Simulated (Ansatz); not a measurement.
# Te on Rh(100), ontop start, 2x2 cell: work function, bands and core levels, part 2 of 5

What would XPS and UPS show for Te on Rh(100), ontop start, 2x2 cell? Spin–orbit coupling is left out of the bands throughout.

Ansatz 0.2.0; DFT, PBE, plane-wave PAW, scalar-relativistic; PAW set soft_1.

So far: The structure; The clean face.

### 2. The clean face (continued)

This run's widths, added to any smearing of the DOS itself: Gaussian 0.6 eV, Lorentzian 0.2 eV plus 0.05 an eV of depth. The intensity by binding energy, zero at the Fermi level; values in % of the maximum within 13 eV:

| binding energy (eV) | 21.2 eV | 150 eV | 1486.7 eV | 8047.8 eV | 9251.7 eV |
| --- | --- | --- | --- | --- | --- |
| -1 | 3.68 | 3.70 | 3.69 | 3.74 | 3.76 |
| 0 | 49.9 | 50.2 | 49.9 | 50.2 | 50.3 |
| 1 | 95.9 | 96.2 | 95.8 | 95.5 | 95.4 |
| 2 | 96.4 | 96.9 | 96.1 | 96.1 | 96.1 |
| 3 | 89.9 | 89.5 | 90.1 | 90.3 | 90.3 |
| 4 | 74.0 | 74.2 | 74.6 | 78.0 | 78.9 |
| 5 | 66.7 | 68.0 | 67.9 | 78.9 | 81.9 |
| 6 | 17.2 | 18.4 | 18.3 | 27.6 | 30.0 |
| 7 | 3.38 | 3.90 | 3.83 | 7.75 | 8.77 |
| 8 | 1.59 | 1.69 | 1.67 | 2.43 | 2.63 |
| 9 | 0.968 | 0.999 | 0.997 | 1.25 | 1.31 |

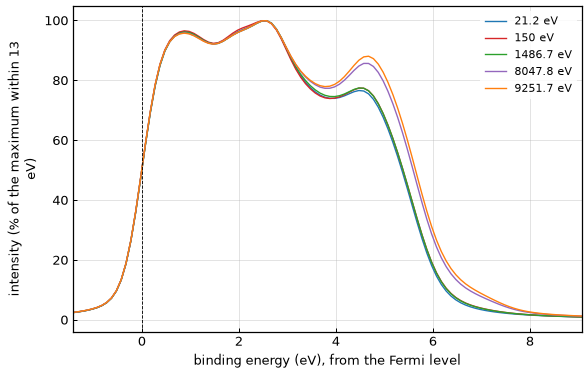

Intensity, plotted against binding energy.

The planar mean, electrostatic potential oscillates, so the rows of the table below give means over windows of 1.84 Å about each position, cut where the curve ends. Its maxima inside the range that stand out by 2 % of the span (Å: eV): 8.5: -2.97, 10.3: -3.24, 12.3: -2.94, 14.2: -4.35. Its minima: 7.5: -19.8, 9.3: -20.0, 11.3: -20.1, 13.3: -20.1, 15.2: -19.7.

From the Fermi level. The planar mean, electrostatic potential by z; means over each step:

| z (Å) | planar mean, electrostatic potential (eV) |
| --- | --- |
| 0.92 | 5.08 |
| 2.76 | 5.08 |
| 4.60 | 5.02 |
| 6.44 | -2.29 |
| 8.28 | -11.6 |
| 10.12 | -12.0 |
| 11.96 | -11.8 |
| 13.80 | -12.8 |
| 15.64 | -8.70 |
| 17.48 | 4.86 |
| 19.32 | 5.10 |
| 21.16 | 5.10 |

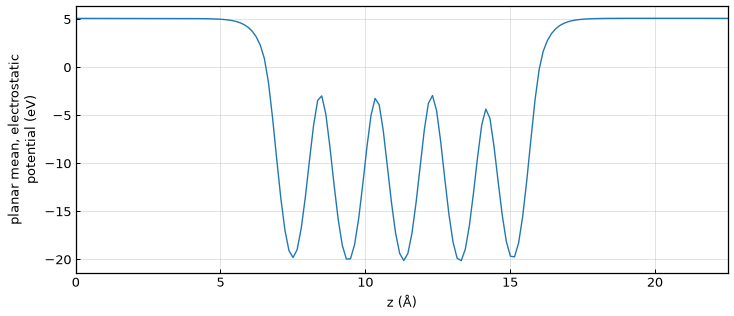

Planar mean, electrostatic potential, plotted against z.

The spectra weight each projected shell by its atomic cross section (Dirac–Hartree–Slater) and angular factor, for unpolarised light with the analyser at 54.7° from the beam. Broadening, on top of any smearing of the DOS itself: a Gaussian of 0.6 eV and a Lorentzian of 0.2 eV plus 0.05 times the binding energy (full widths), Fermi edge at 20 K. Each atom is damped by exp[−depth/(λ cos θ)], θ = 0° from the normal, λ from the universal curve. Curves are cut 10 eV under the photon energy, above any shell that the free atom's threshold puts out of reach, or at the lower edge of the window: 9.1 eV at 21.2 eV, 9.1 eV at 150 eV, 9.1 eV at 1486.7 eV, 9.1 eV at 8047.8 eV and 9.1 eV at 9251.7 eV. Dipole terms alone, which is rough above 3 keV; no background, satellites or final-state effects.

How the area divides among the shells (%):

| shell | 21.2 eV | 150 eV | 1486.7 eV | 8047.8 eV | 9251.7 eV |
| --- | --- | --- | --- | --- | --- |
| Rh 5s | 0.0 | 1.8 | 1.5 | 13.6 | 16.5 |
| Rh 4d | 99.9 | 98.1 | 98.4 | 86.0 | 83.1 |

At the Fermi level the DOS is 8.88 states/eV a cell, and on the broadened curves Rh 4d holds 95 % of the total there.

### 3. Relaxation

System of this step: TeRh20. The cell holds 21 atoms: 1 Te and 20 Rh. Its edges and angles: a = 5.416 Å, b = 5.416 Å, c = 25.210 Å, α = 90.0°, β = 90.0°, γ = 90.0°. It derives from Rh. How the cell was made: adsorbate; added: Te; site: ontop; coverage 0.25 monolayer; cell: 2x2; on one face. Regions: ad, 1 atom (1 Te); L1, 4 atoms (4 Rh); L2, 4 atoms (4 Rh); L3, 4 atoms (4 Rh); rest, 8 atoms (8 Rh). Vacuum lies along c.

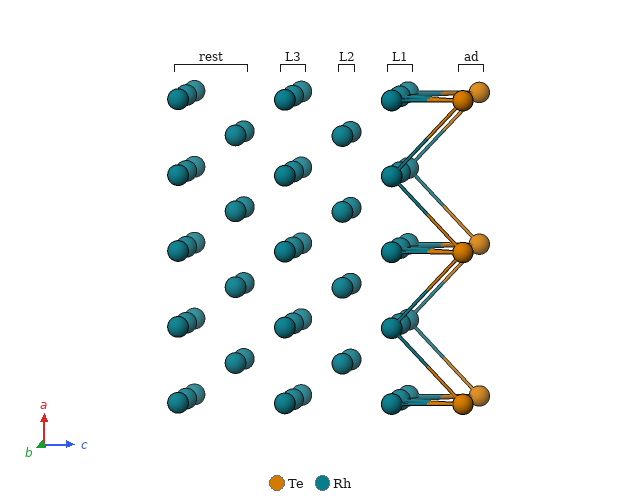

The cell of this step (tellurium orange, rhodium blue). 2×1×1 cells are drawn. Some periodic images of atoms are drawn too.

The cut or typed positions aren't at rest, and spectra shift with geometry, so the relaxation comes first. 12 atoms are held to stand for the bulk. A dipole correction cancels the field between unlike faces.

File input.yaml:

```yaml
crystal:
  lattice:
    - [5.4164379439, 0.0, 0.0]
    - [0.0, 5.4164379439, 0.0]
    - [0.0, 0.0, 25.21]
  atoms:
    - { symbol: Te, position: [0.00111397, 0.0, 0.702499008] }
    - { symbol: Rh, position: [0.0, 0.0, 0.601348671] }
    - { symbol: Rh, position: [0.5, 0.0, 0.601348671] }
    - { symbol: Rh, position: [0.0, 0.5, 0.601348671] }
    - { symbol: Rh, position: [0.5, 0.5, 0.601348671] }
    - { symbol: Rh, position: [0.25, 0.25, 0.525386751] }
    - { symbol: Rh, position: [0.75, 0.25, 0.525386751] }
    - { symbol: Rh, position: [0.25, 0.75, 0.525386751] }
    - { symbol: Rh, position: [0.75, 0.75, 0.525386751] }
    - { symbol: Rh, position: [0.0, 0.0, 0.449424831] }
    - { symbol: Rh, position: [0.5, 0.0, 0.449424831] }
    - { symbol: Rh, position: [0.0, 0.5, 0.449424831] }
    - { symbol: Rh, position: [0.5, 0.5, 0.449424831] }
    - { symbol: Rh, position: [0.25, 0.25, 0.373462912] }
    - { symbol: Rh, position: [0.75, 0.25, 0.373462912] }
    - { symbol: Rh, position: [0.25, 0.75, 0.373462912] }
    - { symbol: Rh, position: [0.75, 0.75, 0.373462912] }
    - { symbol: Rh, position: [0.0, 0.0, 0.297500992] }
    - { symbol: Rh, position: [0.5, 0.0, 0.297500992] }
    - { symbol: Rh, position: [0.0, 0.5, 0.297500992] }
    - { symbol: Rh, position: [0.5, 0.5, 0.297500992] }
kpoints:
  mp_grid: { grid: [6, 6, 1] }
scf:
  occupations: { method: fermi_dirac, width: 0.05 }
  n_extra_bands: 16
hamiltonian:
  xc: pbe
  pseudopotentials: { kind: paw, azcp: { folder: soft_1 } }
output:
  forces: true
  write_potential: true
  volumetric_format: []
efield:
  axis: 3
  dipole_correction: true
relax:
  f_tol: 0.03
  max_steps: 45
  constraints: [{ sites: [9, 10, 11, 12, 13, 14, 15, 16, 17, 18, 19, 20] }]
```

On the command line:

```bash
> ansatz run input.yaml --threads 8 --pin off --max-ram 23552MiB --backend cpu --events-out ev --progress --plain --runs-dir out
```

Numbers of over 12 decimals in the logs are rounded to 6 here.

What it wrote:

```text
[...]
Crystal: 21 atoms, lattice volume = 739.606 Å³
Basis set: ecut = 420 eV, 14409 PW (Γ), exchange–correlation on 80×80×360 points (8 copies of the dense FFT grid, shifted against one another)
Bands: 194, of which v1, the nominal top of the filled ones, is band 178 counted from 1 (177 counted from 0)
Symmetry: 2 space group operations
[...]
k-points: 16 of 36 (time reversal used)
[...]
SCF iter   1: F=—  HF=-135039.758257 eV  |F-HF|=—  |Δ(HF+E_count)|=         —  Δρ=6.19e-2  dr2=3.66e1  ethr=3.10e-3  p=-0.000 e·Å  D=-7.09e-6 V/Å  ΔV_dip=0.00 eV  dr2_dipole=2.03e0  V_vac-E_F(+/−)=5.76/5.76 eV  ⟨swp⟩=7.0  Hψ=12239  notcnv=0
[...]
SCF iter   8: F=-135030.666897 eV  HF=-135030.666903 eV  |F-HF|=5.86e-6  |Δ(HF+E_count)|=   4.64e-6  Δρ=3.37e-5  dr2=2.00e-5  ethr=6.32e-9  p=0.015 e·Å  D=3.57e-3 V/Å  ΔV_dip=-0.09 eV  dr2_dipole=3.75e-7  V_vac-E_F(+/−)=4.98/5.07 eV  ⟨swp⟩=11.0  Hψ=31589  notcnv=0
SCF 1 converged in 8 iterations: F = -135030.666897 eV  dr2 = 2.00e-5
[...]
relax step   1: F+E_penalty+E_count = -135030.66689703 eV  Δ(F+E_penalty+E_count) = +0.000e0 eV  max|allowed force component| = 1.632e0 eV/Å  Δτ_max = 0.0000 Å  (8 SCF iters, dr2 threshold 2.25e-5 eV, accepted)
[...]
SCF iter   6: F=-135030.908873 eV  HF=-135030.908896 eV  |F-HF|=2.31e-5  |Δ(HF+E_count)|=   1.16e-6  Δρ=5.93e-5  dr2=5.23e-5  ethr=2.81e-8  p=0.042 e·Å  D=1.02e-2 V/Å  ΔV_dip=-0.26 eV  dr2_dipole=2.72e-7  V_vac-E_F(+/−)=4.81/5.06 eV  ⟨swp⟩=11.9  Hψ=32828  notcnv=0
SCF 2 converged in 6 iterations: F = -135030.908873 eV  dr2 = 5.23e-5
relax step   2: F+E_penalty+E_count = -135030.90887256 eV  Δ(F+E_penalty+E_count) = -2.420e-1 eV  max|allowed force component| = 6.067e-1 eV/Å  Δτ_max = 0.1947 Å  (6 SCF iters, dr2 threshold 1.00e-4 eV, accepted)
SCF iter   1: F=—  HF=-135030.972167 eV  |F-HF|=—  |Δ(HF+E_count)|=         —  Δρ=3.97e-3  dr2=4.23e-1  ethr=2.50e-3  p=0.042 e·Å  D=1.02e-2 V/Å  ΔV_dip=-0.26 eV  dr2_dipole=1.85e-1  V_vac-E_F(+/−)=4.80/5.06 eV  ⟨swp⟩=3.8  Hψ=6443  notcnv=0
[...]
SCF iter   6: F=-135030.953986 eV  HF=-135030.953989 eV  |F-HF|=3.15e-6  |Δ(HF+E_count)|=   6.02e-6  Δρ=2.61e-5  dr2=8.28e-6  ethr=6.46e-9  p=0.050 e·Å  D=1.21e-2 V/Å  ΔV_dip=-0.31 eV  dr2_dipole=1.31e-6  V_vac-E_F(+/−)=4.76/5.07 eV  ⟨swp⟩=11.0  Hψ=31170  notcnv=0
SCF 3 converged in 6 iterations: F = -135030.953986 eV  dr2 = 8.28e-6
relax step   3: F+E_penalty+E_count = -135030.95398614 eV  Δ(F+E_penalty+E_count) = -4.511e-2 eV  max|allowed force component| = 1.647e-1 eV/Å  Δτ_max = 0.1201 Å  (6 SCF iters, dr2 threshold 2.30e-5 eV, accepted)
[... from here on, the SCF cycles and remarks between the steps are left out ...]
relax step   4: F+E_penalty+E_count = -135031.00247632 eV  Δ(F+E_penalty+E_count) = -4.849e-2 eV  max|allowed force component| = 3.754e-1 eV/Å  Δτ_max = 0.2000 Å  (7 SCF iters, dr2 threshold 2.00e-6 eV, accepted)
relax step   5: F+E_penalty+E_count = -135031.12399731 eV  Δ(F+E_penalty+E_count) = -1.215e-1 eV  max|allowed force component| = 6.942e-1 eV/Å  Δτ_max = 0.1965 Å  (6 SCF iters, dr2 threshold 1.04e-5 eV, accepted)
relax step   6: F+E_penalty+E_count = -135031.30582599 eV  Δ(F+E_penalty+E_count) = -1.818e-1 eV  max|allowed force component| = 8.911e-1 eV/Å  Δτ_max = 0.1950 Å  (5 SCF iters, dr2 threshold 1.00e-4 eV, accepted)
relax step   7: F+E_penalty+E_count = -135031.51380608 eV  Δ(F+E_penalty+E_count) = -2.080e-1 eV  max|allowed force component| = 7.901e-1 eV/Å  Δτ_max = 0.1941 Å  (5 SCF iters, dr2 threshold 1.00e-4 eV, accepted)
relax step   8: F+E_penalty+E_count = -135031.67675293 eV  Δ(F+E_penalty+E_count) = -1.629e-1 eV  max|allowed force component| = 4.739e-1 eV/Å  Δτ_max = 0.1963 Å  (5 SCF iters, dr2 threshold 1.00e-4 eV, accepted)
relax step   9: F+E_penalty+E_count = -135031.78431636 eV  Δ(F+E_penalty+E_count) = -1.076e-1 eV  max|allowed force component| = 2.332e-1 eV/Å  Δτ_max = 0.2000 Å  (5 SCF iters, dr2 threshold 8.08e-5 eV, accepted)
relax step  10: F+E_penalty+E_count = -135031.81398125 eV  Δ(F+E_penalty+E_count) = -2.966e-2 eV  max|allowed force component| = 1.663e-2 eV/Å  Δτ_max = 0.1567 Å  (6 SCF iters, dr2 threshold 1.32e-5 eV, accepted)
[...]
SCF iter   4: F=-135031.813983 eV  HF=-135031.813983 eV  |F-HF|=1.59e-8  |Δ(HF+E_count)|=   1.37e-7  Δρ=1.52e-6  dr2=2.22e-8  ethr=2.81e-11  p=0.072 e·Å  D=1.75e-2 V/Å  ΔV_dip=-0.44 eV  dr2_dipole=3.69e-10  V_vac-E_F(+/−)=4.62/5.06 eV  ⟨swp⟩=10.9  Hψ=24677  notcnv=0
SCF 11 converged in 4 iterations: F = -135031.813983 eV  dr2 = 2.22e-8
relax step  11: F+E_penalty+E_count = -135031.81398284 eV  Δ(F+E_penalty+E_count) = -1.595e-6 eV  max|allowed force component| = 1.693e-2 eV/Å  Δτ_max = 0.0000 Å  (4 SCF iters, accepted)
NSCF: frozen V_eff on 16 k-points
[...]
SCF converged after 4 iterations
Free energy (F): -135031.813983 eV
[...]
Internal energy: -135031.526176 eV  (E = F + TS)
E sigma→0 (E₀):  -135031.670080 eV
Entropy (-TS):   -0.287807 eV (-13.705 meV/atom)
Fermi energy:    5.883112 eV
Dipole field:    D = 0.017518 V/Å  (p = 0.071603 e·Å, saw-weighted, corrected)
Work function:   Φ+ = 4.6195 eV   Φ− = 5.0611 eV
[...]
--- Forces (eV/Å), atoms counted from 1 ---
  atom   1  Te     0.01498241     0.00000000     0.00181712
  atom   2  Rh     0.01692799     0.00000000     0.00679111
  atom   3  Rh    -0.00746219     0.00000000    -0.00285569
  atom   4  Rh    -0.00248535     0.00000000     0.00012009
  atom   5  Rh     0.00548622     0.00000000     0.00089189
  atom   6  Rh     0.00131794     0.00909211    -0.00102163
  atom   7  Rh     0.00214499     0.00165560    -0.00079786
  atom   8  Rh     0.00131794    -0.00909211    -0.00102163
  atom   9  Rh     0.00214499    -0.00165560    -0.00079786
  atom  10  Rh     0.01766465     0.00000000     0.07345420
  atom  11  Rh    -0.03278071     0.00000000     0.07194582
  atom  12  Rh     0.07564793     0.00000000    -0.14708153
  atom  13  Rh    -0.09047372     0.00000000    -0.15279017
  atom  14  Rh    -0.00093265    -0.01246546    -0.53053623
  atom  15  Rh    -0.00066047     0.05134113    -0.57647042
  atom  16  Rh    -0.00093265     0.01246546    -0.53053623
  atom  17  Rh    -0.00066047    -0.05134113    -0.57647042
  atom  18  Rh     0.04338753     0.00000000     0.58026164
  atom  19  Rh    -0.04345654     0.00000000     0.57920209
  atom  20  Rh    -0.01063856     0.00000000     0.60255658
  atom  21  Rh     0.00937214     0.00000000     0.60336475
  max |Σ_I F_I| component: 8.86e-5 eV/Å
--- Band table (eV; the first three rows and the last of 16) ---
  k-point 0: bands = [... 174 lower, 6.0542, 6.0995, 6.1459, 6.2294, 6.2437, 6.2504, 6.3182, 6.3415, ... 12 higher]
  k-point 1: bands = [... 174 lower, 5.9617, 6.0009, 6.0541, 6.1141, 6.1300, 6.1510, 6.1673, 6.2965, ... 12 higher]
  k-point 2: bands = [... 174 lower, 5.6652, 5.7745, 5.8905, 5.9378, 6.0095, 6.0277, 6.1392, 6.1823, ... 12 higher]
  k-point 15: bands = [... 174 lower, 4.9039, 4.9160, 4.9275, 4.9472, 5.1106, 5.4018, 5.4117, 5.6156, ... 12 higher]
--- Relaxed structure (11 steps of the walk, 11 accepted, 0 SCFs on fresh bases) ---
  F+E_penalty+E_count = -135031.81398284 eV   max|allowed force component| = 1.693e-2 eV/Å
  atoms:
    - { symbol: Te, position: [0.247942, 0.0, 0.682109] }
    - { symbol: Rh, position: [-0.010325, 0.0, 0.599475] }
    - { symbol: Rh, position: [0.508494, 0.0, 0.599650] }
    - { symbol: Rh, position: [0.000457237, 0.5, 0.599675] }
    - { symbol: Rh, position: [0.498525, 0.5, 0.599661] }
    - { symbol: Rh, position: [0.249591, 0.251496, 0.525739] }
    - { symbol: Rh, position: [0.749481, 0.251526, 0.526442] }
    - { symbol: Rh, position: [0.249591, 0.748504, 0.525739] }
    - { symbol: Rh, position: [0.749481, 0.748474, 0.526442] }
    - { symbol: Rh, position: [0.0, 0.0, 0.449424831] }
    - { symbol: Rh, position: [0.5, 0.0, 0.449424831] }
    - { symbol: Rh, position: [0.0, 0.5, 0.449424831] }
    - { symbol: Rh, position: [0.5, 0.5, 0.449424831] }
    - { symbol: Rh, position: [0.25, 0.25, 0.373462912] }
    - { symbol: Rh, position: [0.750000, 0.25, 0.373462912] }
    - { symbol: Rh, position: [0.25, 0.750000, 0.373462912] }
    - { symbol: Rh, position: [0.750000, 0.750000, 0.373462912] }
    - { symbol: Rh, position: [0.0, 0.0, 0.297500992] }
    - { symbol: Rh, position: [0.5, 0.0, 0.297500992] }
    - { symbol: Rh, position: [0.0, 0.5, 0.297500992] }
    - { symbol: Rh, position: [0.5, 0.5, 0.297500992] }
```

It took 6.6 min on 8 threads of Arm Neoverse V2, shared host; peak memory 5.6 GiB.

Relaxation path:

| step | energy less that of the first step (eV) | largest force component (eV/Å) |
| --- | --- | --- |
| 1 | 0.0000 | 1.6322 |
| 2 | -0.2420 | 0.6067 |
| 3 | -0.2871 | 0.1647 |
| 4 | -0.3356 | 0.3754 |
| 5 | -0.4571 | 0.6942 |
| 6 | -0.6389 | 0.8911 |
| 7 | -0.8469 | 0.7901 |
| 8 | -1.0099 | 0.4739 |
| 9 | -1.1174 | 0.2332 |
| 10 | -1.1471 | 0.0166 |
| 11 | -1.1471 | 0.0169 |

The run keeps the 2 symmetry operations that it works with, so distortions that break them were not tested.

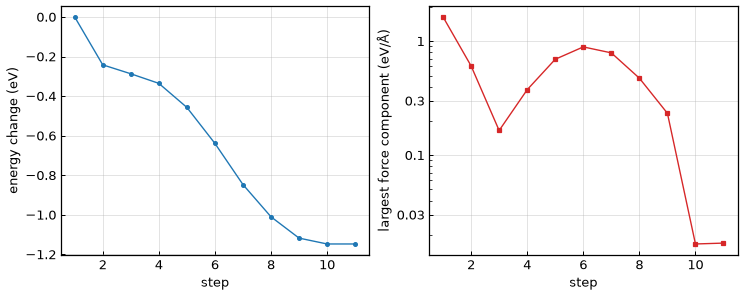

Energy and largest force along the relaxation.

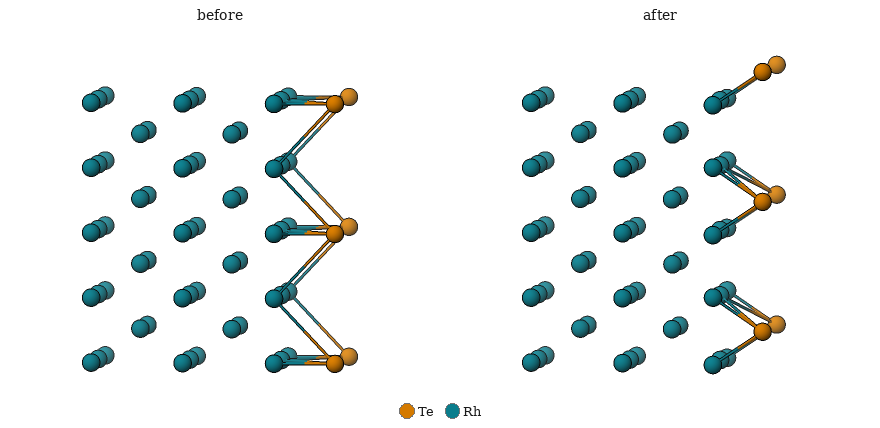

The structure before and after the relaxation, drawn at the same scale.

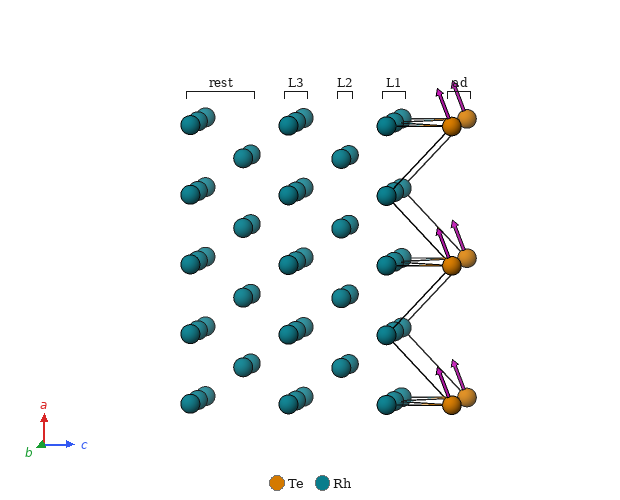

Displacements in the relaxation, scaled; the longest in the cell stands for 1.43 Å. 2×1×1 cells are drawn. Some periodic images of atoms are drawn too.

The atoms that moved most (Å):

| atom | dx | dy | dz | length |
| --- | --- | --- | --- | --- |
| Te1 | 1.337 | 0.000 | -0.514 | 1.432 |
| Rh2 | -0.056 | 0.000 | -0.047 | 0.073 |
| Rh3 | 0.046 | 0.000 | -0.043 | 0.063 |
| Rh5 | -0.008 | 0.000 | -0.043 | 0.043 |
| Rh4 | 0.002 | 0.000 | -0.042 | 0.042 |
| Rh7 | -0.003 | 0.008 | 0.027 | 0.028 |
| Rh9 | -0.003 | -0.008 | 0.027 | 0.028 |
| Rh8 | -0.002 | -0.008 | 0.009 | 0.012 |

The relaxed structure:

```cif
data_structure
_symmetry_space_group_name_H-M 'P 1'
_symmetry_Int_Tables_number 1
_cell_length_a 5.4164
_cell_length_b 5.4164
_cell_length_c 25.2100
_cell_angle_alpha 90.000
_cell_angle_beta 90.000
_cell_angle_gamma 90.000
_cell_volume 739.61
loop_
_atom_site_label
_atom_site_type_symbol
_atom_site_fract_x
_atom_site_fract_y
_atom_site_fract_z
_atom_site_occupancy
Te1 Te 0.24794 0.00000 0.68211 1
Rh2 Rh 0.98968 0.00000 0.59947 1
Rh3 Rh 0.50849 0.00000 0.59965 1
Rh4 Rh 0.00046 0.50000 0.59968 1
Rh5 Rh 0.49852 0.50000 0.59966 1
Rh6 Rh 0.24959 0.25150 0.52574 1
Rh7 Rh 0.74948 0.25153 0.52644 1
Rh8 Rh 0.24959 0.74850 0.52574 1
Rh9 Rh 0.74948 0.74847 0.52644 1
Rh10 Rh 0.00000 0.00000 0.44942 1
Rh11 Rh 0.50000 0.00000 0.44942 1
Rh12 Rh 0.00000 0.50000 0.44942 1
Rh13 Rh 0.50000 0.50000 0.44942 1
Rh14 Rh 0.25000 0.25000 0.37346 1
Rh15 Rh 0.75000 0.25000 0.37346 1
Rh16 Rh 0.25000 0.75000 0.37346 1
Rh17 Rh 0.75000 0.75000 0.37346 1
Rh18 Rh 0.00000 0.00000 0.29750 1
Rh19 Rh 0.50000 0.00000 0.29750 1
Rh20 Rh 0.00000 0.50000 0.29750 1
Rh21 Rh 0.50000 0.50000 0.29750 1
```

This step gave:

| Item | Value |
| --- | --- |
| free energy | -135031.8140 eV |
| energy at zero smearing | -135031.6701 eV |
| smearing term TS | 0.2878 eV |
| Fermi energy | 5.883 eV |
| symmetry operations | 2 |
| work function, upper face | 4.620 eV |
| work function, lower face | 5.061 eV |

The relaxation ends 55 meV an atom lower, with a largest force component of 0.017 eV/Å on the free atoms. Between step 2 and this run (21 atoms) the value for the work function, upper face moves from 5.10 eV to 4.62 eV (-9 %).

(Continued in part 3 of 5.)

[Logs are printed without paths, hosts, clocks, repeated set-up lines and the standing remarks that a program may print on its own settings, such as how far it seeks lower states.]

[Hosts, paths, dates, database ids (printed as entryN), source tags and the programs' standing remarks are cut or masked in the printed files.]

[Maps of the electrostatic potential energy from Ansatz leave out the sawtooth potential of an applied field or a dipole correction, so their vacuum need not be flat; work functions include it.]
